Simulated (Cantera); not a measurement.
Input: 1 mol FeS, a varied amount of O2, 7.4 mol CO2, held at 1625 K and 10.0 mbar.

Method: chemical equilibrium by Gibbs-energy minimisation in Cantera with the NASA 1993 tables (ideal gas, pure condensed phases). Candidate condensed phases: C, Fe, Fe(CO)5, FeO, FeS, FeSO4, FeS2, Fe2O3, Fe2(SO4)3, Fe3O4, S; 25 gas species. The tables' stoichiometric FeO is somewhat more stable than real wüstite, so its field is too wide. FeO: taken at fixed stoichiometry. Equilibrium is a limit: real reactors are often held back by kinetics, nucleation or transport.

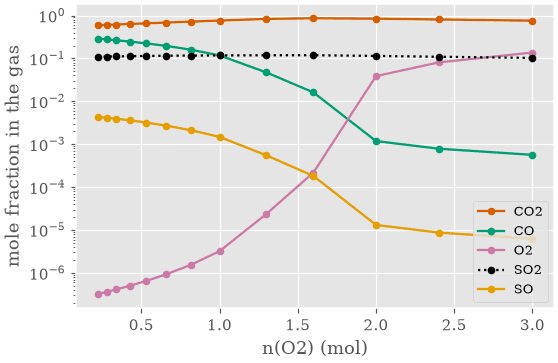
Figure. Equilibrium gas composition (values under 1e-9 drawn at 1e-9)

Read off the mole fractions at 0.22 mol O2.

CO2 about 0.59, CO about 0.29, SO2 about 0.11, SO about 0.0044, O2 about 3.2e-7.
